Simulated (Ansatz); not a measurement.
Start from BAsO4 (space group I-4, No. 82; a = 4.5107 Å, c = 6.7987 Å).

Modification: every O is replaced by Se; the structure is relaxed again.

Computed with DFT with PBEsol, PAW potentials and a 420 eV plane-wave cutoff in Ansatz (a quantum-chemistry and plane-wave program), spin-orbit coupling left out.

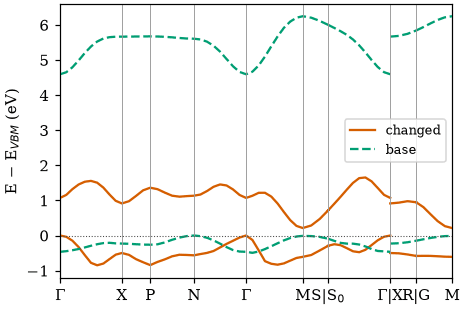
Figure. Highest valence and lowest conduction band along the path, each from its own valence-band maximum

**Question.** Read the changed gap and its character from the plot.

**Answer.** About 0.21 eV, indirect, Γ → M.

Stability against distortions was not tested. As relaxed here, BAsSe4 is a hypothetical phase, not in the database extracts checked. A zero or small gap of BAsSe4 can be the functional's error rather than a property of the material.
